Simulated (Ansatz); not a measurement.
# Si3P2: what a guessed cell relaxes into, part 3 of 3

The task: take a trial cell of Si3P2 to zero force and stress.

Ansatz 0.2.0; DFT PBE, scalar-relativistic, plane waves, PAW.

## 4. Final relaxation

The end of the coarse run is made exact in the group found at a tolerance of 0.06 Å and reduced to its primitive cell, now 5 atoms.

File input.yaml:

```yaml
crystal:
  lattice:
    - [4.3922024939, 0.0, 0.0]
    - [0.0, 4.3922024939, 0.0]
    - [0.0, 0.0, 4.8914968773]
  atoms:
    - { symbol: Si, position: [0.5, 0.0, 0.8449974111] }
    - { symbol: Si, position: [0.0, 0.5, 0.8449974111] }
    - { symbol: Si, position: [0.0, 0.0, 0.5588764583] }
    - { symbol: P, position: [0.5, 0.5, 0.6543949384] }
    - { symbol: P, position: [0.0, 0.0, 0.096733781] }
basis:
  ecutwfc: 420
kpoints:
  mp_grid: { grid: [8, 8, 8] }
hamiltonian:
  xc: pbe
scf:
  occupations: { method: gaussian, width: 0.1 }
output:
  forces: true
  stress: true
  eigenvalues: true
  write_density: true
  write_potential: true
  elf: true
  volumetric_format: npy
relax:
  adjacent_minimum: "off"
  f_tol: 0.01
  max_steps: 80
  cell: { stress_tol: 0.05 }
```

On the command line:

```bash
$ ansatz run input.yaml --threads 1 --pin off --max-ram 2560MiB --backend cpu --events-out ev --progress --plain --runs-dir out
```

Standard output:

```text
Warning: RAYON_NUM_THREADS=1 ignored (pool sized by the plan → 1); use --threads N
Engine: ansatz 0.2.0, x86_64-unknown-linux-gnu
Pseudopotentials: kind: paw
Pseudopotential: Si, paw, valence charge 4, recommended cutoff 420 eV (normal), Si.paw.azcp
Pseudopotential: P, paw, valence charge 5, recommended cutoff 420 eV (normal), P.paw.azcp
Functional definition: PBE
  parameter kappa = 0.804
  parameter beta = 0.06672455060314922
  exchange = pbe_x(kappa = kappa, mu = beta*pi^2/3)
  correlation = pbe_c(beta = beta)
Crystal: 5 atoms, lattice volume = 94.364 Å³
Basis set: ecut = 420 eV, 1849 PW (Γ), exchange–correlation on 60×60×72 points (8 copies of the dense FFT grid, shifted against one another)
Bands: 16, of which v1, the nominal top of the filled ones, is band 11 counted from 1 (10 counted from 0)
Symmetry: 8 space group operations
Space group: P4mm (ITA 99), of the structure as read, at distance tolerance 4.6e-5 Å
k-points: 75 of 512 (time reversal used)
Non-local potential: Si, projectors of the file, l = 0: 2, l = 1: 2, l = 2: 2
Non-local potential: P, projectors of the file, l = 0: 2, l = 1: 2, l = 2: 2
PAW form: soft (Blöchl's): semilocal exchange-correlation on the pseudo side does not see the compensation charge
PAW one-centre angular grid: Si, 110 points (default); XC on 64 Gauss nodes
PAW one-centre angular grid: P, 110 points (default); XC on 64 Gauss nodes
Initial density: superposition of atomic densities (neutral atoms: chi_scale 0, normalization atom), corrected by the library's trained network
Initial wavefunctions: pseudopotential atomic-orbital guess
Functional: x = pbe(κ = 0.804, μ = 0.2195149727645171), c = pbe(β = 0.06672455060314922)
SCF iter   1: F=—  HF=-3416.829502 eV  |F-HF|=—  |Δ(HF+E_count)|=         —  Δρ=4.39e-3  dr2=2.80e-2  ethr=1.77e-3  ⟨swp⟩=7.4  Hψ=8438  notcnv=0
preconditioner: auto → Kerker (q_TF=auto, 2.140 Å⁻¹)  [metal: Δε(μ)=0.025 eV  Ē_g=8.148 eV  σ=0.100 eV  W_gap=0.14  n_scr=18 (ndim 8)  ℏωp=17.9 eV  f_vac=0.000  D(μ)=2.56/eV (n_scr^D=18)]
SCF iter   2: F=—  HF=-3416.825731 eV  |F-HF|=—  |Δ(HF+E_count)|=   3.77e-3  Δρ=2.54e-3  dr2=9.62e-3  ethr=1.27e-4  ⟨swp⟩=1.0  Hψ=1802  notcnv=0  defer=2
SCF iter   3: F=—  HF=-3416.824002 eV  |F-HF|=—  |Δ(HF+E_count)|=   1.73e-3  Δρ=4.28e-4  dr2=4.09e-4  ethr=4.37e-5  ⟨swp⟩=2.8  Hψ=1922  notcnv=0  defer=2
SCF iter   4: F=—  HF=-3416.824049 eV  |F-HF|=—  |Δ(HF+E_count)|=   4.73e-5  Δρ=1.87e-4  dr2=8.18e-5  ethr=1.86e-6  ⟨swp⟩=2.1  Hψ=1906  notcnv=0  defer=2
SCF iter   5: F=—  HF=-3416.824069 eV  |F-HF|=—  |Δ(HF+E_count)|=   1.95e-5  Δρ=5.95e-5  dr2=6.08e-6  ethr=3.72e-7  ⟨swp⟩=2.5  Hψ=1879  notcnv=0  defer=2
SCF iter   6: F=—  HF=-3416.824078 eV  |F-HF|=—  |Δ(HF+E_count)|=   9.25e-6  Δρ=1.99e-5  dr2=5.49e-7  ethr=2.76e-8  ⟨swp⟩=2.4  Hψ=1953  notcnv=0  defer=2
SCF iter   7: F=-3416.824079 eV  HF=-3416.824079 eV  |F-HF|=1.92e-8  |Δ(HF+E_count)|=   1.15e-6  Δρ=4.56e-6  dr2=3.69e-8  ethr=4.55e-10  ⟨swp⟩=13.5  Hψ=10418  notcnv=0
SCF 1 converged in 7 iterations: F = -3416.824079 eV  dr2 = 3.69e-8
relax step   1: F+E_penalty+E_count = -3416.82407910 eV  Δ(F+E_penalty+E_count) = +0.000e0 eV  max|allowed force component| = 9.121e-2 eV/Å  Δτ_max = 0.0000 Å  P = +0.306 GPa  Ω = 94.364 Å³  (7 SCF iters, dr2 threshold 1.00e-7 eV, accepted)
Crystal: 5 atoms, lattice volume = 94.289 Å³
Basis set: ecut = 420 eV, 1857 PW (Γ), exchange–correlation on 60×60×72 points (8 copies of the dense FFT grid, shifted against one another)
Initial density: handed on by an earlier stage of this run
Initial wavefunctions: those handed on with the density
iter 1 solved again at ethr=6.26e-6 eV; its pass at ethr=3.10e-3 eV (dr2=1.38e-3 eV) is discarded
SCF iter   1: F=—  HF=-3416.834464 eV  |F-HF|=—  |Δ(HF+E_count)|=         —  Δρ=1.17e-3  dr2=1.37e-3  ethr=6.26e-6  ⟨swp⟩=2.4  Hψ=9083  notcnv=0
preconditioner: auto → Kerker (q_TF=auto, 2.141 Å⁻¹)  [metal: Δε(μ)=0.022 eV  Ē_g=8.141 eV  σ=0.100 eV  W_gap=0.12  n_scr=18 (ndim 8)  ℏωp=17.9 eV  f_vac=0.000  D(μ)=2.52/eV (n_scr^D=18)]
SCF iter   2: F=—  HF=-3416.834204 eV  |F-HF|=—  |Δ(HF+E_count)|=   2.61e-4  Δρ=6.89e-4  dr2=4.76e-4  ethr=6.22e-6  ⟨swp⟩=1.0  Hψ=1200  notcnv=0
SCF iter   3: F=—  HF=-3416.834067 eV  |F-HF|=—  |Δ(HF+E_count)|=   1.36e-4  Δρ=9.24e-5  dr2=1.14e-5  ethr=2.17e-6  ⟨swp⟩=2.7  Hψ=2031  notcnv=0
SCF iter   4: F=—  HF=-3416.834070 eV  |F-HF|=—  |Δ(HF+E_count)|=   2.54e-6  Δρ=2.90e-5  dr2=1.92e-6  ethr=5.20e-8  ⟨swp⟩=2.4  Hψ=1901  notcnv=0
SCF iter   5: F=-3416.834071 eV  HF=-3416.834071 eV  |F-HF|=2.15e-7  |Δ(HF+E_count)|=   9.24e-7  Δρ=1.08e-5  dr2=2.49e-7  ethr=2.27e-9  ⟨swp⟩=12.1  Hψ=10327  notcnv=0
SCF 2 converged in 5 iterations: F = -3416.834071 eV  dr2 = 2.49e-7
relax step   2: F+E_penalty+E_count = -3416.83407110 eV  Δ(F+E_penalty+E_count) = -9.992e-3 eV  max|allowed force component| = 2.641e-2 eV/Å  Δτ_max = 0.0156 Å  P = +0.160 GPa  Ω = 94.289 Å³  energy of the carried Pulay correction = +9.346e-6 eV  (5 SCF iters, dr2 threshold 5.00e-7 eV, accepted)
Crystal: 5 atoms, lattice volume = 94.484 Å³
iter 1 solved again at ethr=2.74e-7 eV; its pass at ethr=3.10e-3 eV (dr2=6.02e-5 eV) is discarded
SCF iter   1: F=—  HF=-3416.834714 eV  |F-HF|=—  |Δ(HF+E_count)|=         —  Δρ=2.76e-4  dr2=8.94e-5  ethr=2.74e-7  ⟨swp⟩=3.5  Hψ=8869  notcnv=0
preconditioner: auto → Kerker (q_TF=auto, 2.140 Å⁻¹)  [metal: Δε(μ)=0.010 eV  Ē_g=8.136 eV  σ=0.100 eV  W_gap=0.06  n_scr=18 (ndim 8)  ℏωp=17.9 eV  f_vac=0.000  D(μ)=2.47/eV (n_scr^D=18)]
SCF iter   2: F=—  HF=-3416.834664 eV  |F-HF|=—  |Δ(HF+E_count)|=   4.99e-5  Δρ=1.63e-4  dr2=2.90e-5  ethr=2.74e-7  ⟨swp⟩=1.1  Hψ=1245  notcnv=0
SCF iter   3: F=—  HF=-3416.834658 eV  |F-HF|=—  |Δ(HF+E_count)|=   5.41e-6  Δρ=2.10e-5  dr2=7.80e-7  ethr=1.32e-7  ⟨swp⟩=2.7  Hψ=2051  notcnv=0
SCF iter   4: F=-3416.834659 eV  HF=-3416.834659 eV  |F-HF|=6.86e-8  |Δ(HF+E_count)|=   3.02e-7  Δρ=7.38e-6  dr2=1.16e-7  ethr=2.27e-9  ⟨swp⟩=11.4  Hψ=9777  notcnv=0
SCF 3 converged in 4 iterations: F = -3416.834659 eV  dr2 = 1.16e-7
relax step   3: F+E_penalty+E_count = -3416.83465860 eV  Δ(F+E_penalty+E_count) = -5.875e-4 eV  max|allowed force component| = 1.009e-2 eV/Å  Δτ_max = 0.0021 Å  P = +0.034 GPa  Ω = 94.484 Å³  energy of the carried Pulay correction = -1.487e-5 eV  (4 SCF iters, dr2 threshold 5.00e-7 eV, accepted)
Crystal: 5 atoms, lattice volume = 94.549 Å³
iter 1 solved again at ethr=3.43e-8 eV; its pass at ethr=3.10e-3 eV (dr2=7.55e-6 eV) is discarded
SCF iter   1: F=—  HF=-3416.834703 eV  |F-HF|=—  |Δ(HF+E_count)|=         —  Δρ=7.56e-5  dr2=8.27e-6  ethr=3.43e-8  ⟨swp⟩=2.9  Hψ=8531  notcnv=0
preconditioner: auto → Kerker (q_TF=auto, 2.140 Å⁻¹)  [metal: Δε(μ)=0.009 eV  Ē_g=8.134 eV  σ=0.100 eV  W_gap=0.05  n_scr=18 (ndim 8)  ℏωp=17.9 eV  f_vac=0.000  D(μ)=2.49/eV (n_scr^D=18)]
SCF iter   2: F=—  HF=-3416.834667 eV  |F-HF|=—  |Δ(HF+E_count)|=   3.52e-5  Δρ=4.33e-5  dr2=2.59e-6  ethr=3.43e-8  ⟨swp⟩=1.3  Hψ=1396  notcnv=0
SCF iter   3: F=—  HF=-3416.834667 eV  |F-HF|=—  |Δ(HF+E_count)|=   4.84e-7  Δρ=7.51e-6  dr2=1.19e-7  ethr=1.18e-8  ⟨swp⟩=2.7  Hψ=1948  notcnv=0
SCF iter   4: F=—  HF=-3416.834667 eV  |F-HF|=—  |Δ(HF+E_count)|=   1.99e-8  Δρ=2.56e-6  dr2=1.75e-8  ethr=5.43e-10  ⟨swp⟩=2.7  Hψ=1946  notcnv=0
SCF iter   5: F=-3416.834667 eV  HF=-3416.834667 eV  |F-HF|=7.71e-10  |Δ(HF+E_count)|=   7.60e-9  Δρ=9.05e-7  dr2=1.70e-9  ethr=4.02e-11  ⟨swp⟩=8.8  Hψ=7930  notcnv=0
SCF 4 converged in 5 iterations: F = -3416.834667 eV  dr2 = 1.70e-9
relax step   4: F+E_penalty+E_count = -3416.83466685 eV  Δ(F+E_penalty+E_count) = -8.248e-6 eV  max|allowed force component| = 1.512e-3 eV/Å  Δτ_max = 0.0014 Å  P = +0.002 GPa  Ω = 94.549 Å³  energy of the carried Pulay correction = -2.297e-5 eV  (5 SCF iters, dr2 threshold 8.83e-9 eV, accepted)
Initial wavefunctions: pseudopotential atomic-orbital guess (no wavefunctions were taken with the density)
iter 1 solved again at ethr=5.25e-7 eV; its pass at ethr=3.10e-3 eV (dr2=1.15e-4 eV) is discarded
SCF iter   1: F=—  HF=-3416.834783 eV  |F-HF|=—  |Δ(HF+E_count)|=         —  Δρ=1.27e-5  dr2=1.85e-8  ethr=5.25e-7  ⟨swp⟩=3.1  Hψ=11728  notcnv=0
eigensolver tolerance schedule: the retry pair's looser diagonalisation over-reported the residual by 6233.75 of it (diagonalisation noise at an unbounded share of the residual, at the tolerance the schedule requests for it); recorded, not acted on — ethr = c·dr2/N_el stays at c = 1.0e-1
preconditioner: auto → Kerker (q_TF=auto, 2.140 Å⁻¹)  [metal: Δε(μ)=0.008 eV  Ē_g=8.134 eV  σ=0.100 eV  W_gap=0.04  n_scr=18 (ndim 8)  ℏωp=17.9 eV  f_vac=0.000  D(μ)=2.49/eV (n_scr^D=18)]
SCF iter   2: F=—  HF=-3416.834747 eV  |F-HF|=—  |Δ(HF+E_count)|=   3.60e-5  Δρ=6.61e-6  dr2=4.69e-9  ethr=8.41e-11  ⟨swp⟩=3.2  Hψ=2864  notcnv=0
SCF iter   3: F=—  HF=-3416.834747 eV  |F-HF|=—  |Δ(HF+E_count)|=   9.26e-8  Δρ=1.95e-6  dr2=6.55e-10  ethr=2.13e-11  ⟨swp⟩=2.0  Hψ=2015  notcnv=0
SCF iter   4: F=—  HF=-3416.834747 eV  |F-HF|=—  |Δ(HF+E_count)|=   8.01e-9  Δρ=2.59e-7  dr2=1.41e-10  ethr=2.98e-12  ⟨swp⟩=2.0  Hψ=2017  notcnv=0
SCF iter   5: F=-3416.834747 eV  HF=-3416.834747 eV  |F-HF|=5.91e-12  |Δ(HF+E_count)|=  9.64e-11  Δρ=1.18e-7  dr2=3.13e-11  ethr=1.00e-12  ⟨swp⟩=8.2  Hψ=6872  notcnv=0
SCF 5 converged in 5 iterations: F = -3416.834747 eV  dr2 = 3.13e-11
relax step   5: F+E_penalty+E_count = -3416.83474748 eV  Δ(F+E_penalty+E_count) = -8.063e-5 eV  max|allowed force component| = 1.445e-3 eV/Å  Δτ_max = 0.0000 Å  P = +0.003 GPa  Ω = 94.549 Å³  stress off target by 1.18e-2 GPa  SCF on the basis re-selected at this cell (its energy is not comparable with the rows above)  (5 SCF iters)
basis re-selected at this cell: Δ(F+E_penalty+E_count) = -8.063e-5 eV, ΔP = +0.001 GPa vs the last step (what re-selecting the basis moved, of the pressure what is left beyond the Pulay correction that the steps carried, after the strain that the cell walked since its last selection, with what the two solves' SCF thresholds leave and, on support functions, any second-order correction that the steps lacked; it is no measure of the basis error at this ecutwfc). This SCF's stress stands 1.18e-2 GPa from its target on what of the cell is left free (relax.cell.stress_tol is 5.00e-2 GPa) and its largest allowed force component is 1.45e-3 eV/Å (relax.f_tol is 1.00e-2 eV/Å): within both
SCF converged after 5 iterations
Free energy (F): -3416.834747 eV
Harris-Foulkes:  -3416.834747 eV  (|F-HF|=5.91e-12)
Internal energy: -3416.822319 eV  (E = F + TS)
E sigma→0 (E₀):  -3416.828533 eV
Entropy (-TS):   -0.012428 eV (-2.486 meV/atom)
Fermi energy:    7.162592 eV
--- Per-component energies (eV) ---
  E_band       = 29.661587
  E_kinetic    = 261.787598
  E_local      = -252.913791  (includes V_loc(G=0)·N_el)
  E_nonlocal   = 143.911096
  E_hartree    = 80.318285
  E_xc         = -289.325378
  E_vxc        = -262.772468  (∫ρ·V_xc dr)
  E_paw        = -2675.352554  (= ΣΔE_a)
  E_vpaw       = -20.987515  (= ΣTr[D̂ρ^β])
  E_aug_tail   = 0.000027  (compensation charges beyond the density's cutoff)
  E_ewald      = -685.247602
  E_smearing   = -0.012428  (= −TS)
  E_closure    = 0.000000  (closes the sum)
  Σ components = -3416.834747   (vs F -3416.834747, Δ=0.00e0)
--- Forces (eV/Å), atoms counted from 1 ---
  atom   1  Si     0.00000000    -0.00000000     0.00015596
  atom   2  Si    -0.00000000     0.00000000     0.00015596
  atom   3  Si     0.00000000    -0.00000000     0.00139976
  atom   4  P     -0.00000000     0.00000000    -0.00026605
  atom   5  P      0.00000000     0.00000000    -0.00144540
  max |Σ_I F_I| component: 2.23e-7 eV/Å
--- Stress (GPa, compression-positive) ---
       -0.001412      -0.000000       0.000000
       -0.000000      -0.001412       0.000000
        0.000000       0.000000       0.011805
  P = ⅓ Tr σ = 0.0030 GPa (0.030 kbar)
--- Band table (eV; the first three rows and the last of 75) ---
  k-point 0: bands = ["-7.1697", "-3.4271", "0.1393", "0.8203", "0.8203", "1.3685", "1.6004", "4.9178", "4.9178", "5.1624", "7.5037", "7.7444", "8.1276", "8.1276", "9.7822", "9.7822"]
  k-point 1: bands = ["-7.1227", "-3.5503", "-0.1496", "0.8534", "0.8534", "1.6196", "1.8955", "4.8350", "4.8350", "5.0240", "7.6081", "7.7332", "7.8225", "7.8225", "10.3275", "10.3275"]
  k-point 2: bands = ["-6.9976", "-3.8595", "-0.4633", "0.9387", "0.9387", "1.6675", "2.7257", "4.6201", "4.6201", "4.9473", "7.3080", "7.4334", "7.4334", "8.1717", "10.4377", "10.5429"]
  k-point 74: bands = ["-4.4182", "-4.1288", "-2.2461", "-2.2461", "-2.0869", "2.2235", "2.2235", "3.7276", "6.7329", "8.9542", "9.2030", "9.2030", "10.6113", "10.6574", "10.8838", "10.8838"]
--- Relaxed structure (4 steps of the walk, 4 accepted, 1 SCFs on fresh bases) ---
  F+E_penalty+E_count = -3416.83474748 eV   max|allowed force component| = 1.445e-3 eV/Å   (the final SCF, on the basis selected at the relaxed cell)
  cell:  # Å, volume = 94.5488 Å³
    - [4.364520394213917, 2.415446165069143e-33, 1.0246272975093042e-17]
    - [2.415446165069143e-33, 4.364520394213917, 2.461897052858934e-33]
    - [1.1411043168259741e-17, 2.7417592342380116e-33, 4.9634415842609725]
  atoms:
    - { symbol: Si, position: [0.5, -1.2277675839794825e-33, 0.8454156204152522] }
    - { symbol: Si, position: [9.049017060961027e-20, 0.5, 0.8454156204152522] }
    - { symbol: Si, position: [-1.674146605919559e-19, 1.7539536913992598e-34, 0.5581027348105024] }
    - { symbol: P, position: [0.5, 0.5, 0.6519003687511631] }
    - { symbol: P, position: [5.261976027056192e-19, -7.0158147655970425e-34, 0.09916565550783056] }
```

It took 90 s on 1 thread of Intel Xeon Platinum 8488C (Sapphire Rapids), shared host; peak memory 0.46 GiB.

Step by step:

| step | energy from step 1 (eV/cell) | largest force component (eV/Å) | pressure (GPa) | volume (Å³) |
| --- | --- | --- | --- | --- |
| 1 | 0.0000 | 0.0912 | 0.31 | 94.36 |
| 2 | -0.0100 | 0.0264 | 0.16 | 94.29 |
| 3 | -0.0106 | 0.0101 | 0.03 | 94.48 |
| 4 | -0.0106 | 0.0015 | 0.00 | 94.55 |
| 5 | -0.0107 | 0.0014 | 0.00 | 94.55 |

Step 1 is the start. Step 5 repeats the geometry before it on a plane-wave basis chosen anew for that cell, so its energy need not be comparable with the rows above.

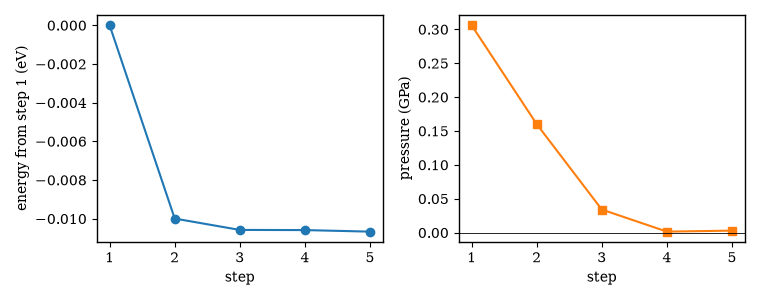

Energy and pressure along the relaxation.

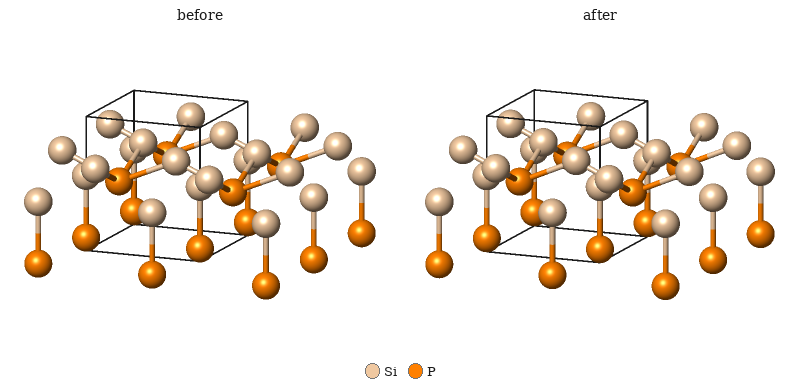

The structure before (left) and after (right) the relaxation, drawn at the same scale. The change is too small to see at this scale.

|  | before | after | change |
| --- | --- | --- | --- |
| a (Å) | 4.392 | 4.365 | -0.6 % |
| b (Å) | 4.392 | 4.365 | -0.6 % |
| c (Å) | 4.891 | 4.963 | +1.5 % |
| volume (Å³/atom) | 18.87 | 18.91 | +0.2 % |
| shortest distance (Å) | 2.261 | 2.278 | +0.8 % |
| space group (0.01 Å) | P4mm | P4mm | same |

The run keeps the 8 symmetry operations of the start, so it could not have lowered the symmetry.

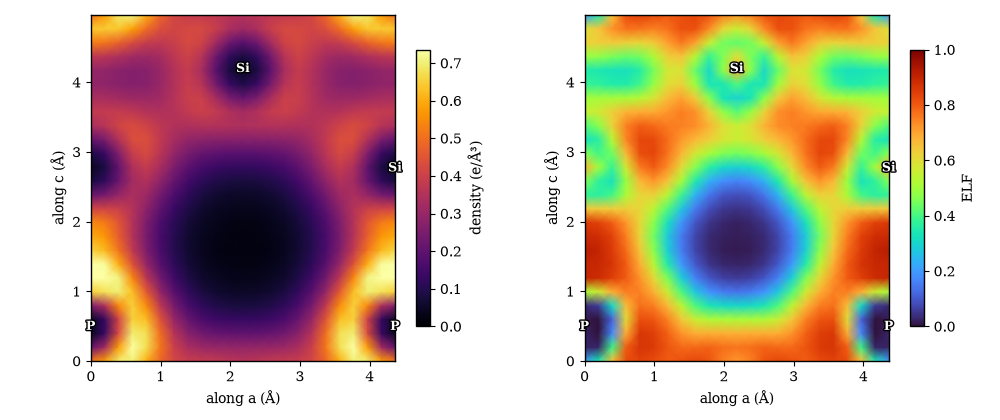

Density (left) and ELF (right) in a lattice plane of the grid's cell (edges 4.36 and 4.96 Å, at 0.000 of the third edge), which holds Si and P. Only atoms in the plane are labelled; the density scale stops at 0.74 e/Å³. Both are smooth fields of the valence electrons: close to the nuclei they are not physical.

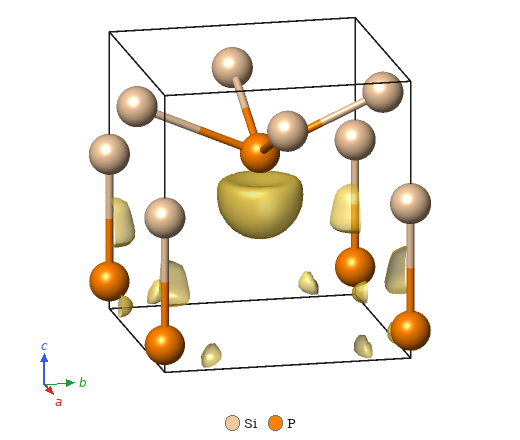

Surface of ELF = 0.85, drawn in one cell.

Maxima of ELF outside the ion cores: 0.98 beside P, off the lines to its neighbours, 1.1 Å from P; 0.91 on the P–Si line, 1.1 Å from P; 0.90 in the shell around P, 0.7 Å from P.

## 5. Variant: pseudopotentials.kind nc, pseudopotentials.accuracy standard, ecutwfc left out

File input.yaml:

```yaml
crystal:
  lattice:
    - [4.3645203942, 0.0, 0.0]
    - [0.0, 4.3645203942, 0.0]
    - [0.0, 0.0, 4.9634415843]
  atoms:
    - { symbol: Si, position: [0.5, 0.0, 0.8454156204] }
    - { symbol: Si, position: [0.0, 0.5, 0.8454156204] }
    - { symbol: Si, position: [0.0, 0.0, 0.5581027348] }
    - { symbol: P, position: [0.5, 0.5, 0.6519003688] }
    - { symbol: P, position: [0.0, 0.0, 0.0991656555] }
kpoints:
  mp_grid: { grid: [8, 8, 8] }
hamiltonian:
  xc: pbe
  pseudopotentials: { kind: nc, accuracy: standard }
scf:
  occupations: { method: gaussian, width: 0.1 }
output:
  forces: true
  eigenvalues: true
  stress: true
```

On the command line:

```bash
$ ansatz run input.yaml --threads 1 --pin off --max-ram 2560MiB --backend cpu --events-out ev --progress --plain --runs-dir out
```

Standard output (excerpt; [...] marks lines left out):

```text
Warning: RAYON_NUM_THREADS=1 ignored (pool sized by the plan → 1); use --threads N
[...]
Pseudopotentials: kind: nc
Pseudopotential: Si, nc, valence charge 4, recommended cutoff 489.804952 eV (normal), Si.nc.azcp (PseudoDojo's, or run here from an input of PseudoDojo's; its table is named by hamiltonian.pseudopotentials.accuracy)
[...]
  atom   5  P      0.00000000     0.00000000    -0.00080899
[...]
--- Stress (GPa, compression-positive) ---
        0.070474       0.000000       0.000000
        0.000000       0.070474       0.000000
        0.000000       0.000000       0.068546
  P = ⅓ Tr σ = 0.0698 GPa (0.698 kbar)
--- Band table (eV; the first three rows and the last of 75) ---
  k-point 0: bands = ["-7.1731", "-3.4305", "0.1355", "0.8180", "0.8180", "1.3650", "1.5981", "4.9184", "4.9184", "5.1572", "7.4991", "7.7410", "8.1256", "8.1256", "9.7829", "9.7829"]
[...]
```

Run time: 24 s. Hardware: 1 thread of Intel Xeon Platinum 8488C (Sapphire Rapids), shared host; peak memory 0.39 GiB.

```
    run     ending   energy change  pressure (GPa)  gap (eV)  force (eV/Å)  cycles  time
 step 4  converged               -             0.0      0.00          0.00       -  90 s
variant  converged  not comparable             0.1      0.00          0.01       8  24 s
```

A change of potentials puts the total energy on another scale; pressure, gap, moments and forces, where computed, barely move.

## 6. Results

This closing draws on all 3 parts. Changes of volume or cell count from the first structure of part 1.

```
                              quantity                                                                      value
symmetry at the end (tolerance 0.05 Å)                                                  space group P4mm (No. 99)
                     conventional cell  a = 4.365 Å, b = 4.365 Å, c = 4.963 Å, α = 90.00°, β = 90.00°, γ = 90.00°
                                volume                                                              18.91 Å³/atom
     energy over the elements, black P                                                              +0.39 eV/atom
                       gap on the mesh                                                               none (metal)
```

**Reading.** The symmetry goes from space group P4_2mc (No. 105) to space group P4mm (No. 99), and the volume per atom grows by 10.0 % from the first guess. The formation energy is positive, so the separate elements lie lower. No finished test with a distortion of lower symmetry is shown, so the end may be a saddle point.
